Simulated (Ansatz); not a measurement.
# The perfect GaP wire along [110], 24 atoms a period, H-terminated, part 3 of 4

What gap, if any, does the GaP wire along [110], 24 atoms a period, H-terminated have, and how does it change with the functional and under strain?

Ansatz 0.2.0; DFT PBE, plane waves, PAW; relaxation of a wire's period; PAW set soft_1 (the session's first sound run).

So far, band gap (eV): step 3 (bands of the perfect wire, PBE) 0.402; step 4 (levels at the same atoms, cutoff 500 eV, k-mesh 1×1×16, r2SCAN PBE) 0.626; step 5 (levels at the same atoms, level HSE06, cutoff 420 eV, HSE06 PBE) 1.18.

## Step 6: Strain along the wire, period over the relaxed period 0.94, k-mesh 1×1×17

This step: DFT PBE, plane waves, PAW; relaxation at a fixed period; PAW set soft_1 (Ansatz 0.2.0).

The period is set to 0.94 times the relaxed one and the atoms relax within it: strain changes bond lengths and angles, which shifts the bands against each other. Against the first PBE run of this kind, the mesh along the wire has 17 points against 21.

The cell differs from the one that the last finished run ended in (c 3.986 → 3.747 Å).

Contents of input.yaml:

```yaml
crystal:
  lattice:
    - [20.935, 0.0, 0.0]
    - [0.0, 19.121, 0.0]
    - [0.0, 0.0, 3.7467735707]
  atoms:
    - { symbol: H, position: [0.154441489, 0.397009114, 0.0] }
    - { symbol: Ga, position: [0.205527088, 0.456871155, 0.0] }
    - { symbol: P, position: [0.402099286, 0.344311417, 0.0] }
    - { symbol: H, position: [0.430211519, 0.169872558, 0.0] }
    - { symbol: Ga, position: [0.46498319, 0.242154705, 0.0] }
    - { symbol: Ga, position: [0.467919276, 0.44386335, 0.0] }
    - { symbol: P, position: [0.662834151, 0.352337072, 0.0] }
    - { symbol: H, position: [0.704971022, 0.293749866, 0.0] }
    - { symbol: Ga, position: [0.725143578, 0.455616723, 0.0] }
    - { symbol: H, position: [0.237158087, 0.647381204, 0.235232827] }
    - { symbol: H, position: [0.780979116, 0.647459819, 0.321701549] }
    - { symbol: P, position: [0.282308183, 0.648016582, 0.5] }
    - { symbol: P, position: [0.270993221, 0.443242942, 0.5] }
    - { symbol: H, position: [0.297413791, 0.270666546, 0.5] }
    - { symbol: H, position: [0.291637302, 0.823800845, 0.5] }
    - { symbol: Ga, position: [0.33527151, 0.341317597, 0.5] }
    - { symbol: Ga, position: [0.340526671, 0.537296912, 0.5] }
    - { symbol: Ga, position: [0.336794166, 0.758923777, 0.5] }
    - { symbol: P, position: [0.531127803, 0.248759887, 0.5] }
    - { symbol: P, position: [0.535048436, 0.65338065, 0.5] }
    - { symbol: P, position: [0.533802437, 0.449226239, 0.5] }
    - { symbol: H, position: [0.558156007, 0.824596831, 0.5] }
    - { symbol: H, position: [0.573853811, 0.190681469, 0.5] }
    - { symbol: Ga, position: [0.596951424, 0.347931105, 0.5] }
    - { symbol: Ga, position: [0.59954219, 0.551172399, 0.5] }
    - { symbol: Ga, position: [0.60060338, 0.756826931, 0.5] }
    - { symbol: P, position: [0.790300589, 0.455778184, 0.5] }
    - { symbol: H, position: [0.837928524, 0.402845301, 0.5] }
    - { symbol: H, position: [0.829254786, 0.516502332, 0.5] }
    - { symbol: H, position: [0.780979116, 0.647459819, 0.678298451] }
    - { symbol: H, position: [0.237158087, 0.647381204, 0.764767173] }
    - { symbol: H, position: [0.184094838, 0.536328956, 0.0] }
    - { symbol: P, position: [0.404809426, 0.547729934, 0.0] }
    - { symbol: P, position: [0.400314663, 0.747257065, 0.0] }
    - { symbol: H, position: [0.439920058, 0.807773865, 0.0] }
    - { symbol: Ga, position: [0.471254759, 0.648371301, 0.0] }
    - { symbol: P, position: [0.664258434, 0.556644424, 0.0] }
    - { symbol: P, position: [0.664317827, 0.745944791, 0.0] }
    - { symbol: H, position: [0.700784216, 0.808945372, 0.0] }
    - { symbol: Ga, position: [0.740824122, 0.652889619, 0.0] }
kpoints:
  mp_grid: { grid: [1, 1, 17] }
  band_path: { path: ["Γ", Z], npoints: 90 }
scf:
  occupations: { method: fermi_dirac, width: 0.05 }
hamiltonian:
  xc: pbe
  pseudopotentials: { kind: paw, azcp: { folder: soft_1 } }
relax:
  max_steps: 40
  f_tol: 0.02
output:
  stress: true
```

Run with:

```console
ansatz run input.yaml --threads 4 --pin off --max-ram 16384MiB --backend cpu --events-out ev --progress --plain --runs-dir out
```

Numbers of over 12 decimals in the logs are rounded to 6 here.

Log:

```text
Warning: output.stress: scf.convergence.dr2_threshold = 1e-7 eV (the SCF's general default) is looser than the 4e-9 eV advised for a printed stress (1e-10 eV for each atom of the cell: 40). What an SCF threshold leaves in a stress goes as its square root, and in the free energy as the threshold itself, and one threshold admits the most on a small cell: [figures from the program's tests cut] Every solve of this run an [...]
[...]
Crystal: 40 atoms, lattice volume = 1499.826 Å³
Basis set: ecut = 420 eV, 29311 PW (Γ), exchange–correlation on 288×256×54 points (8 copies of the dense FFT grid, shifted against one another)
Bands: 156, of which v1, the nominal top of the filled ones, is band 116 counted from 1 (115 counted from 0)
Symmetry: 2 space group operations
[...]
k-points: 9 of 17
[...]
SCF iter   1: F=—  HF=-54730.070662 eV  |F-HF|=—  |Δ(HF+E_count)|=         —  Δρ=4.04e-2  dr2=2.51e1  ethr=3.10e-3  ⟨swp⟩=9.7  Hψ=7582  notcnv=0  defer=92
[...]
SCF iter   9: F=-54722.430718 eV  HF=-54722.430715 eV  |F-HF|=3.08e-6  |Δ(HF+E_count)|=   2.25e-5  Δρ=1.84e-5  dr2=5.45e-6  ethr=4.31e-9  ⟨swp⟩=5.2  Hψ=4815  notcnv=0
SCF 1 converged in 9 iterations: F = -54722.430718 eV  dr2 = 5.45e-6
[...]
relax step   1: F+E_penalty+E_count = -54722.43071781 eV  Δ(F+E_penalty+E_count) = +0.000e0 eV  max|allowed force component| = 1.120e0 eV/Å  Δτ_max = 0.0000 Å  (9 SCF iters, dr2 threshold 1.00e-5 eV, accepted)
[...]
SCF iter   6: F=-54722.756631 eV  HF=-54722.756671 eV  |F-HF|=4.00e-5  |Δ(HF+E_count)|=   2.45e-5  Δρ=4.02e-5  dr2=6.29e-5  ethr=3.38e-8  ⟨swp⟩=3.6  Hψ=5194  notcnv=0
SCF 2 converged in 6 iterations: F = -54722.756631 eV  dr2 = 6.29e-5
relax step   2: F+E_penalty+E_count = -54722.75663109 eV  Δ(F+E_penalty+E_count) = -3.259e-1 eV  max|allowed force component| = 5.573e-1 eV/Å  Δτ_max = 0.1596 Å  (6 SCF iters, dr2 threshold 7.84e-5 eV, accepted)
SCF iter   1: F=—  HF=-54722.802332 eV  |F-HF|=—  |Δ(HF+E_count)|=         —  Δρ=2.10e-3  dr2=4.58e-2  ethr=1.69e-4  ⟨swp⟩=4.4  Hψ=2633  notcnv=0  defer=228
[...]
SCF iter   7: F=-54722.794470 eV  HF=-54722.794474 eV  |F-HF|=4.61e-6  |Δ(HF+E_count)|=   5.37e-6  Δρ=9.83e-6  dr2=6.23e-6  ethr=8.37e-9  ⟨swp⟩=5.0  Hψ=4287  notcnv=0
SCF 3 converged in 7 iterations: F = -54722.794470 eV  dr2 = 6.23e-6
[...]
relax step   3: F+E_penalty+E_count = -54722.79446989 eV  Δ(F+E_penalty+E_count) = -3.784e-2 eV  max|allowed force component| = 9.361e-2 eV/Å  Δτ_max = 0.0434 Å  (7 SCF iters, dr2 threshold 1.94e-5 eV, accepted)
[...]
relax step   4: F+E_penalty+E_count = -54722.79577950 eV  Δ(F+E_penalty+E_count) = -1.310e-3 eV  max|allowed force component| = 2.366e-2 eV/Å  Δτ_max = 0.0190 Å  (7 SCF iters, dr2 threshold 5.48e-7 eV, accepted)
SCF iter   1: F=—  HF=-54722.796340 eV  |F-HF|=—  |Δ(HF+E_count)|=         —  Δρ=3.19e-4  dr2=7.98e-4  ethr=3.57e-6  ⟨swp⟩=2.6  Hψ=2353  notcnv=0  defer=224
[...]
SCF iter   6: F=-54722.795998 eV  HF=-54722.795997 eV  |F-HF|=1.08e-7  |Δ(HF+E_count)|=   1.70e-7  Δρ=2.10e-6  dr2=8.54e-8  ethr=4.31e-11  ⟨swp⟩=4.2  Hψ=5686  notcnv=0
SCF 5 converged in 6 iterations: F = -54722.795998 eV  dr2 = 8.54e-8
relax step   5: F+E_penalty+E_count = -54722.79599756 eV  Δ(F+E_penalty+E_count) = -2.181e-4 eV  max|allowed force component| = 4.596e-3 eV/Å  Δτ_max = 0.0061 Å  (6 SCF iters, accepted)
[...]
the band table was solved once a step of the walk had ended and its energy, with any forces and stress, was formed, with the checks that follow a solve (8536 applications of the Hamiltonian). They found nothing against the state; the energy, forces and stress were not computed again (output.eigenvalues in the input reference)
[...]
SCF converged after 6 iterations
Free energy (F): -54722.795998 eV
[...]
Internal energy: -54722.786873 eV  (E = F + TS)
E sigma→0 (E₀):  -54722.791435 eV
Entropy (-TS):   -0.009124 eV (-0.228 meV/atom)
Fermi energy:    0.860034 eV
[...]
--- Forces (eV/Å), atoms counted from 1 ---
  atom   1  H     -0.00112720    -0.00149257     0.00000000
  atom   2  Ga     0.00350982    -0.00039735     0.00000000
  atom   3  P     -0.00093648     0.00036506     0.00000000
  atom   4  H      0.00049181    -0.00029220     0.00000000
  atom   5  Ga    -0.00084346     0.00148436     0.00000000
  atom   6  Ga     0.00142041    -0.00015135     0.00000000
  atom   7  P     -0.00064587     0.00053099     0.00000000
  atom   8  H     -0.00011259    -0.00030297     0.00000000
  atom   9  Ga     0.00335999    -0.00151036     0.00000000
  atom  10  H      0.00142350    -0.00062026     0.00330331
  atom  11  H      0.00093716     0.00115675    -0.00095179
  atom  12  P     -0.00364209     0.00106915     0.00000000
  atom  13  P     -0.00410248     0.00037515     0.00000000
  atom  14  H      0.00011165    -0.00021131     0.00000000
  atom  15  H     -0.00001387    -0.00030329     0.00000000
  atom  16  Ga     0.00126270    -0.00001483     0.00000000
  atom  17  Ga     0.00211088    -0.00034764     0.00000000
  atom  18  Ga    -0.00075625     0.00003310     0.00000000
  atom  19  P      0.00027413     0.00068484     0.00000000
  atom  20  P      0.00038285     0.00006065     0.00000000
  atom  21  P     -0.00122757     0.00000081     0.00000000
  atom  22  H      0.00009227     0.00003818     0.00000000
  atom  23  H     -0.00139543    -0.00135235     0.00000000
  atom  24  Ga     0.00241801    -0.00234576     0.00000000
  atom  25  Ga    -0.00039028     0.00007674     0.00000000
  atom  26  Ga    -0.00159456     0.00077213     0.00000000
  atom  27  P     -0.00199589     0.00182423     0.00000000
  atom  28  H     -0.00008059    -0.00057987     0.00000000
  atom  29  H      0.00119730     0.00030740     0.00000000
  atom  30  H      0.00093716     0.00115675     0.00095179
  atom  31  H      0.00142350    -0.00062026    -0.00330331
  atom  32  H      0.00041383     0.00237471     0.00000000
  atom  33  P     -0.00032465    -0.00044083     0.00000000
  atom  34  P      0.00182067    -0.00059015     0.00000000
  atom  35  H     -0.00116685     0.00047419     0.00000000
  atom  36  Ga    -0.00064938     0.00062101     0.00000000
  atom  37  P      0.00130184     0.00207252     0.00000000
  atom  38  P      0.00049811     0.00122164     0.00000000
  atom  39  H      0.00025145    -0.00125359     0.00000000
  atom  40  Ga    -0.00459536    -0.00378422     0.00000000
  max |Σ_I F_I| component: 8.92e-5 eV/Å
--- Stress (GPa, compression-positive) ---
       -0.039255      -0.001220       0.000000
       -0.001220       0.000231       0.000000
        0.000000       0.000000       2.773172
  P = ⅓ Tr σ = 0.9114 GPa (9.114 kbar)
--- Band table (eV; the first three rows and the last of 9) ---
  k-point 0: bands = [... 112 lower, -1.1628, -0.9281, -0.3136, 0.7921, 1.0139, 1.1004, 1.4450, 1.5339, ... 36 higher]
  k-point 1: bands = [... 112 lower, -1.2439, -1.0805, -0.5081, 0.5467, 1.1775, 1.2779, 1.5488, 1.6609, ... 36 higher]
  k-point 2: bands = [... 112 lower, -1.4524, -1.2227, -0.9292, 0.0135, 1.4161, 1.6438, 1.6575, 1.8975, ... 36 higher]
  k-point 8: bands = [... 112 lower, -2.2282, -2.1224, -2.0010, -1.9655, 1.0450, 1.1654, 1.2105, 1.2939, ... 36 higher]
--- Relaxed structure (5 steps of the walk, 5 accepted, 0 SCFs on fresh bases) ---
  F+E_penalty+E_count = -54722.79599756 eV   max|allowed force component| = 4.596e-3 eV/Å
  atoms:
    - { symbol: H, position: [0.146001, 0.398425, 0.0] }
    - { symbol: Ga, position: [0.197604, 0.457676, 0.0] }
    - { symbol: P, position: [0.400934, 0.343784, 0.0] }
    - { symbol: H, position: [0.427242, 0.169639, 0.0] }
    - { symbol: Ga, position: [0.462972, 0.241250, 0.0] }
    - { symbol: Ga, position: [0.466213, 0.443386, 0.0] }
    - { symbol: P, position: [0.668216, 0.352552, 0.0] }
    - { symbol: H, position: [0.709228, 0.293076, 0.0] }
    - { symbol: Ga, position: [0.730119, 0.455652, 0.0] }
    - { symbol: H, position: [0.231939, 0.647061, 0.223177] }
    - { symbol: H, position: [0.788479, 0.647663, 0.324983] }
    - { symbol: P, position: [0.277762, 0.647800, 0.500000] }
    - { symbol: P, position: [0.266914, 0.443025, 0.500000] }
    - { symbol: H, position: [0.291389, 0.270791, 0.500000] }
    - { symbol: H, position: [0.285989, 0.823278, 0.500000] }
    - { symbol: Ga, position: [0.330297, 0.340647, 0.500000] }
    - { symbol: Ga, position: [0.335824, 0.537113, 0.500000] }
    - { symbol: Ga, position: [0.331621, 0.758942, 0.500000] }
    - { symbol: P, position: [0.532949, 0.248451, 0.500000] }
    - { symbol: P, position: [0.537458, 0.653489, 0.500000] }
    - { symbol: P, position: [0.535934, 0.448878, 0.500000] }
    - { symbol: H, position: [0.558115, 0.824662, 0.500000] }
    - { symbol: H, position: [0.574536, 0.189454, 0.500000] }
    - { symbol: Ga, position: [0.598505, 0.347501, 0.500000] }
    - { symbol: Ga, position: [0.601045, 0.550863, 0.500000] }
    - { symbol: Ga, position: [0.601479, 0.757775, 0.500000] }
    - { symbol: P, position: [0.799170, 0.456235, 0.500000] }
    - { symbol: H, position: [0.846215, 0.402775, 0.500000] }
    - { symbol: H, position: [0.837567, 0.517322, 0.500000] }
    - { symbol: H, position: [0.788479, 0.647663, 0.675017] }
    - { symbol: H, position: [0.231939, 0.647061, 0.776823] }
    - { symbol: H, position: [0.175865, 0.537045, 0.0] }
    - { symbol: P, position: [0.404007, 0.547515, 0.0] }
    - { symbol: P, position: [0.399009, 0.746864, 0.0] }
    - { symbol: H, position: [0.437423, 0.808246, 0.0] }
    - { symbol: Ga, position: [0.469765, 0.648174, 0.0] }
    - { symbol: P, position: [0.669704, 0.556801, 0.0] }
    - { symbol: P, position: [0.669139, 0.746510, 0.0] }
    - { symbol: H, position: [0.704906, 0.809929, 0.0] }
    - { symbol: Ga, position: [0.744546, 0.653349, 0.0] }
```

Elapsed: 9 min, on 4 threads of Intel Xeon Platinum 8223CL at 3.00GHz (Skylake/Cascade Lake), shared host; peak memory 12 GiB; 36 min of CPU time.

The steps of the relaxation:

```tsv
step	energy less that of the first step (eV)	largest force component (eV/Å)
1	0.0000	1.1200
2	-0.3259	0.5573
3	-0.3638	0.0936
4	-0.3651	0.0237
5	-0.3653	0.0046
```

The run keeps the 2 symmetry operations that it works with, so distortions that break them were not tested.

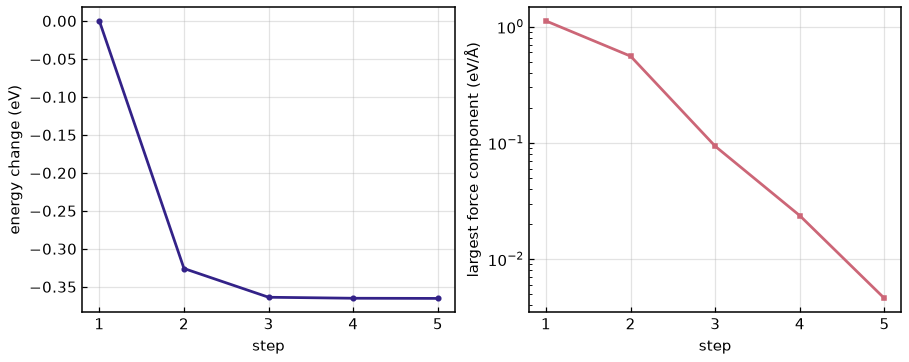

Energy and largest force along the relaxation.

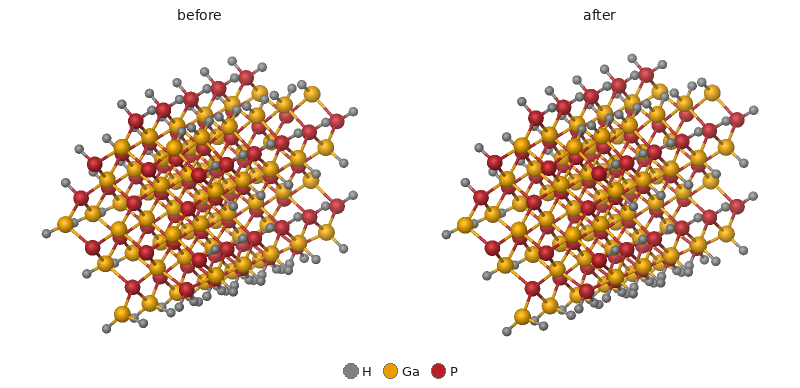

Before and after, at one scale.

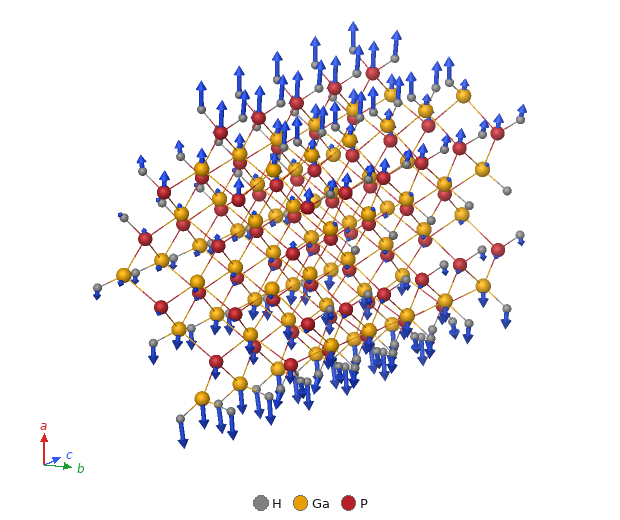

Displacements in the relaxation, exaggerated; the longest in the cell stands for 0.19 Å. 1×1×5 cells are drawn. Some periodic images of atoms are drawn too.

The atoms that moved most (Å):

```tsv
atom	dx	dy	dz	length
P27	0.186	0.009	0.000	0.186
H1	-0.177	0.027	0.000	0.179
H29	0.174	0.016	0.000	0.175
H28	0.173	-0.001	0.000	0.173
H32	-0.172	0.014	0.000	0.173
Ga2	-0.166	0.015	0.000	0.167
H30	0.157	0.004	-0.012	0.158
H11	0.157	0.004	0.012	0.158
```

The relaxed structure:

```xyz
40
Lattice="20.9350 0.0000 0.0000 0.0000 19.1210 0.0000 0.0000 0.0000 3.7468" Properties=species:S:1:pos:R:3
H     3.0565    7.6183    0.0000
Ga    4.1368    8.7512    0.0000
P     8.3936    6.5735    0.0000
H     8.9443    3.2437    0.0000
Ga    9.6923    4.6129    0.0000
Ga    9.7602    8.4780    0.0000
P    13.9891    6.7411    0.0000
H    14.8477    5.6039    0.0000
Ga   15.2850    8.7125    0.0000
H     4.8556   12.3724    0.8362
H    16.5068   12.3840    1.2176
P     5.8150   12.3866    1.8734
P     5.5878    8.4711    1.8734
H     6.1002    5.1778    1.8734
H     5.9872   15.7419    1.8734
Ga    6.9148    6.5135    1.8734
Ga    7.0305   10.2701    1.8734
Ga    6.9425   14.5117    1.8734
P    11.1573    4.7506    1.8734
P    11.2517   12.4954    1.8734
P    11.2198    8.5830    1.8734
H    11.6841   15.7684    1.8734
H    12.0279    3.6225    1.8734
Ga   12.5297    6.6446    1.8734
Ga   12.5829   10.5331    1.8734
Ga   12.5920   14.4894    1.8734
P    16.7306    8.7237    1.8734
H    17.7155    7.7015    1.8734
H    17.5345    9.8917    1.8734
H    16.5068   12.3840    2.5291
H     4.8556   12.3724    2.9106
H     3.6817   10.2688    0.0000
P     8.4579   10.4690    0.0000
P     8.3533   14.2808    0.0000
H     9.1574   15.4545    0.0000
Ga    9.8345   12.3937    0.0000
P    14.0202   10.6466    0.0000
P    14.0084   14.2740    0.0000
H    14.7572   15.4867    0.0000
Ga   15.5871   12.4927    0.0000
```

This step gave:

* energy at zero smearing: -54722.7914 eV
* band gap: 0.2218 eV

The electronic bands at the labelled points (eV, zero at the Fermi level; v1 is the highest filled band, c1 the lowest empty one):

```tsv
point	v4	v3	v2	v1	c1	c2	c3	c4
Γ	-2.02	-1.79	-1.17	-0.07	0.15	0.24	0.58	0.67
Z	-3.09	-2.97	-2.86	-2.85	0.20	0.29	0.33	0.44
```

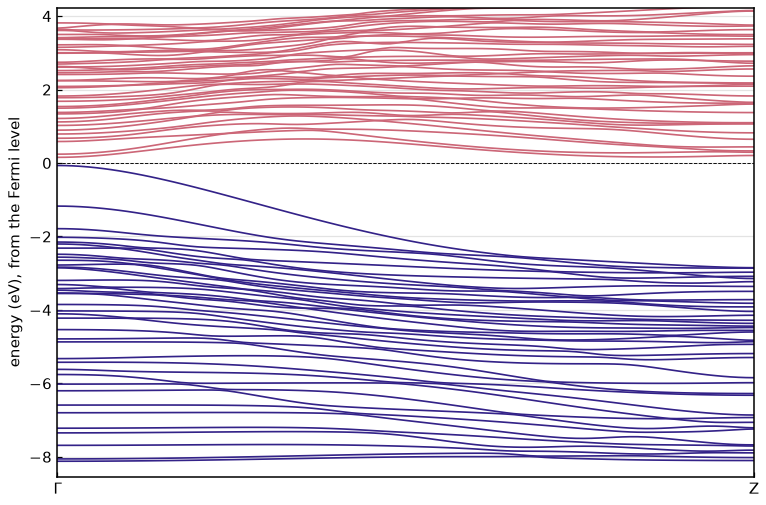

Electronic bands along the path; lines of filled and empty bands in two colours.

The gap is 0.222 eV, against 0.402 eV under PBE at the relaxed period.

[end of part 3 of 4]

[Logs are printed without paths, hosts, clocks, repeated set-up lines and the standing remarks that a program may print on its own settings, such as how far it seeks lower states.]

[Hosts, paths, dates, database ids (printed as entryN), source tags and the programs' standing remarks are cut or masked in the printed files.]
